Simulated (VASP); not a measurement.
Band structure of NiAl (CsCl type). Method: optB86b-vdW, VASP's PBE PAW potentials (set 64) (plane waves; VASP).

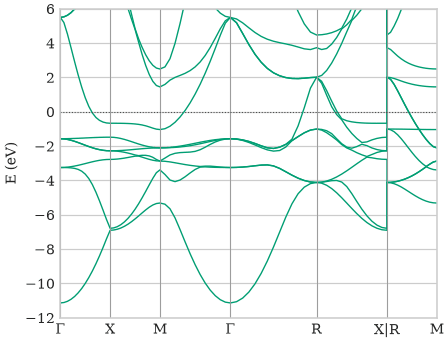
Fig. 1. Bands along high-symmetry lines, zero at the valence-band maximum or, without a gap, the Fermi level

Read the plot: is there a gap, and where are the band edges?

It has no gap at this level: it comes out as a metal or semimetal. (Edges off the drawn lines would not show.)

The compound is NiAl in the CsCl type structure. It was relaxed first. The run is not spin-polarised, so no magnetic state was tried. The electron count is odd and the run is not spin-polarised, which forces a metal.
